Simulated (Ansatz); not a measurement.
Relaxed AlN (wurtzite):

```xyz
8
Lattice="3.1303 0.0000 0.0000 -1.5651 2.7109 0.0000 0.0000 0.0000 10.0360" Properties=species:S:1:pos:R:3 pbc="T T T"
Al     1.5651     0.9036     0.0169
Al     1.5651     0.9036     5.0349
Al     0.0000     1.8073     2.5259
Al     0.0000     1.8073     7.5439
N      1.5651     0.9036     3.1203
N      1.5651     0.9036     8.1383
N      0.0000     1.8073     0.6113
N      0.0000     1.8073     5.6293
```

A phonon eigenvector at A = (0.0, 0.0, 0.5) is frozen into this cell: atom i moves by Q times the vector below, so Q is the largest atomic displacement, in Å. The cell is held. It is one choice among 2 degenerate patterns. (q is in reciprocal vectors of the primitive cell; the cell shown is doubled to hold the pattern.)

```csv
atom,x,y,z
Al1,0.000,0.000,-0.477
Al2,0.000,0.000,0.477
Al3,0.000,0.000,-0.164
Al4,0.000,0.000,0.164
N5,0.000,0.000,-0.434
N6,0.000,0.000,0.434
N7,0.000,0.000,1.000
N8,0.000,0.000,-1.000
```

Method: PBE (plane waves to 420 eV, PAW, scalar-relativistic; Ansatz, an electronic-structure program). k mesh 12×12×4 (Γ-centred), Fermi-Dirac smearing 0.05 eV. E stands for the smeared free energy. AlN was relaxed with its symmetry unable to fall. The zero of ΔE is the undisplaced structure.

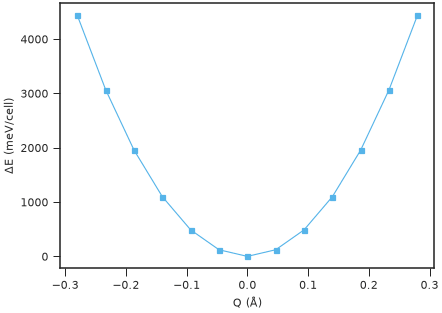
Figure: ΔE (meV/cell) against Q (Å); computed points joined by lines.

Question: What is the energy change at Q = 0.280 Å?

Answer: About 4400 meV/cell.

Question: What harmonic wavenumber does the curvature at Q = 0 give?

Answer: About 800 cm⁻¹.

(A displaced cell: forces are minus the slopes of the energy, force constants its curvatures, and phonons follow from these.)
